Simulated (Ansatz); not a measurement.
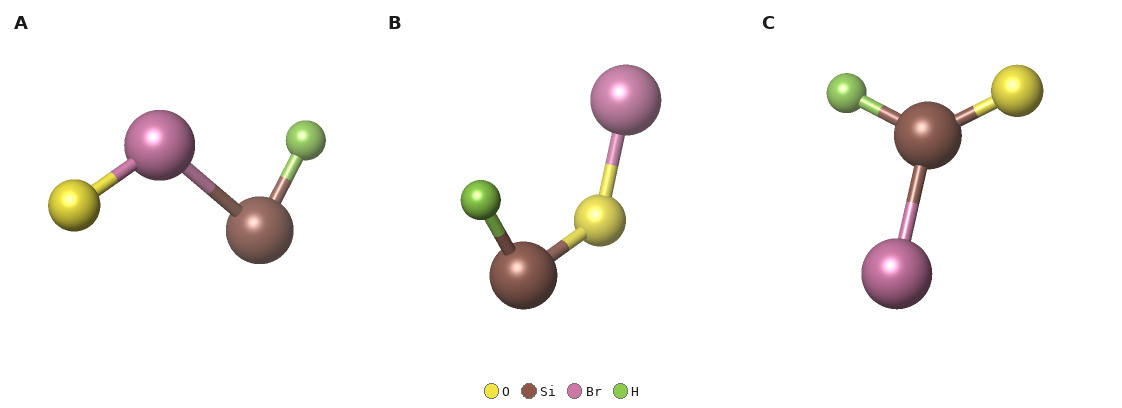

3 stationary structures of one formula. Geometries: PBE0-D4/def2-TZVP. Electronic energies: RHF-CCSD(T) (frozen core)/def2-TZVPP (Ansatz 0.2.0), without zero-point energy. No frequency run is at hand to confirm each as a minimum.

> Rank them by energy, lowest first.

C is lowest (Cs); B lies 301.2 kJ/mol above it (Cs), A lies 536.0 kJ/mol above it (Cs).
